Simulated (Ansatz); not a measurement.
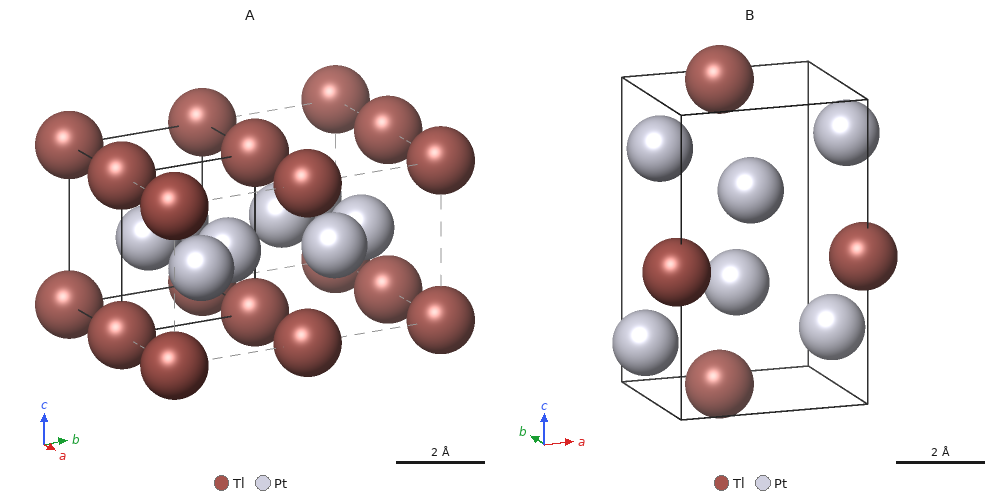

Two structures of TlPt₂, each relaxed to rest (conventional cells in solid outline, small ones repeated, not to one scale). Method: Ansatz, DFT PBE, scalar-relativistic, plane waves, PAW, without spin polarisation.

**Which structures are these?**

A: AlB₂ type, P6/mmm. B: 6 atoms a cell on a primitive orthorhombic lattice, Pmn2_1.

**Which has the lower energy, and by how much?**

B is lower, by 28 meV/atom at this level of theory (energies at zero smearing). Volumes: A 20.7, B 21.4 Å³/atom.

One or both may be structure types tried for this composition rather than known phases.
